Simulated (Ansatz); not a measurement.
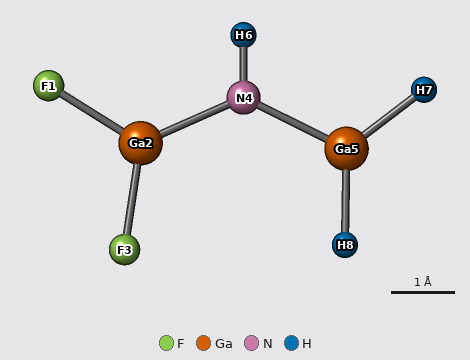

*The structure as given in the input (ball-and-stick view, seen at a tilt; atoms are numbered from 1 in the order of the input). Sticks mark near contacts.*

Bond lengths as drawn: F–Ga 1.74 Å, Ga–H 1.56 Å, Ga–N 1.80 to 1.84 Å and H–N 1.01 Å.

Single-point calculation, with input and output: Ga₂NH₃F₂

Ga₂NH₃F₂, SMILES [F][Ga]([F])[NH][GaH2], computed with RKS r2SCAN0-D4/def2-TZVPP (Ansatz 0.2.0).

The geometry comes from this level: PBE0-D4/def2-TZVP.

**The program's output**
```
Functional definition: r2SCAN0
  name "r2SCAN0"
  cite "Bursch, Neugebauer, Ehlert & Grimme, J. Chem. Phys. 156, 134105 (2022) doi:10.1063/5.0086040"
  cite "Furness, Kaplan, Ning, Perdew & Sun, J. Phys. Chem. Lett. 11, 8208 (2020) doi:10.1021/acs.jpclett.0c02405"
  cite "Furness, Kaplan, Ning, Perdew & Sun, J. Phys. Chem. Lett. 11, 9248 (2020) doi:10.1021/acs.jpclett.0c03077"
  parent r2scan
  parameter a = 0.25
  parameter k0 = 0.174
  parameter k1 = 0.065
  parameter a1 = 4.9479
  exchange = (1 - a)*r2scan_x(k0 = k0, k1 = k1, a1 = a1) + a*exact_x
  correlation = r2scan_c
1470 factors; their error is unknown
mean field evaluation 1: about -111717.9499 eV, gradient 8.1e1 eV
mean field evaluation 2: about -111696.6420 eV, gradient 1.3e2 eV
mean field evaluation 4: about -111728.4069 eV, gradient 1.1e1 eV
mean field evaluation 8: about -111728.5830 eV, gradient 1.6e-1 eV
mean field evaluation 16: about -111728.9808 eV, gradient 3.1e-4 eV
mean field -111728.98078711 eV, -4105.9643113030 hartree, gradient 4.2e-5 eV, S^2 0.000000; 0 other end points of the search recorded, 0 dependent functions left out
reference -111728.98079837 eV, -4105.9643117169 hartree; 45, 45 occupied and 186, 186 virtual orbitals, 1470 factors
Total energy: -111729.03269086 eV, -4105.9662187307 hartree
```

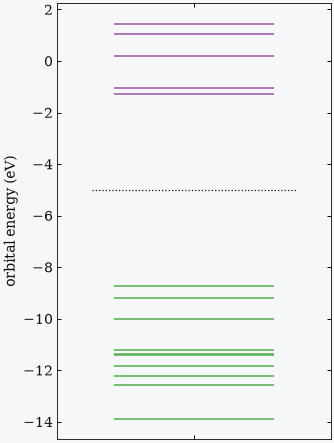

*Orbital energies near the frontier; the dotted line parts filled from empty levels, and levels within 0.02 eV of each other stand side by side.*

Highest filled −8.72 eV, lowest empty −1.29 eV, 7.43 eV apart.

The run was set up as follows.

**Input**
```yaml
crystal:
  periodic: [false, false, false]
  atoms:
    - {symbol: F, position_ang: [0.665087, -0.617730, 3.028793]}
    - {symbol: Ga, position_ang: [0.660665, -0.643140, 1.286593]}
    - {symbol: F, position_ang: [1.775213, -1.783476, 0.590213]}
    - {symbol: N, position_ang: [-0.398235, 0.411347, 0.281988]}
    - {symbol: Ga, position_ang: [-0.534225, 0.509824, -1.554369]}
    - {symbol: H, position_ang: [-0.994166, 1.025269, 0.820803]}
    - {symbol: H, position_ang: [-1.568240, 1.544443, -2.096635]}
    - {symbol: H, position_ang: [0.393881, -0.446537, -2.357377]}
basis:
  gaussian: {orbitals: def2-TZVPP}
hamiltonian: {xc: {name: r2SCAN0}, dispersion: d4}
output: {orbitals: {seedname: orbitals}}
```

Run as:
```bash
ansatz run in.yaml --threads 4 --pin off --events-out ev --progress --plain --max-ram 10444MiB
```

**Summary**

```json
{"quantity": "outcome", "value": "converged"}
{"quantity": "total energy", "value": "−111729.0327 eV"}
{"quantity": "mean-field energy", "value": "−111728.9808 eV"}
{"quantity": "dispersion energy", "value": "−0.0519 eV"}
{"quantity": "SCF solution under orbital rotations", "value": "stable"}
{"quantity": "HOMO", "value": "−8.72 eV"}
{"quantity": "LUMO", "value": "−1.29 eV"}
{"quantity": "hardware", "value": "4 threads of Arm Neoverse V2, 23 GiB of memory available, shared host"}
{"quantity": "wall time", "value": "6 s (CPU time 21 s)"}
{"quantity": "peak memory", "value": "0.82 GiB"}
```
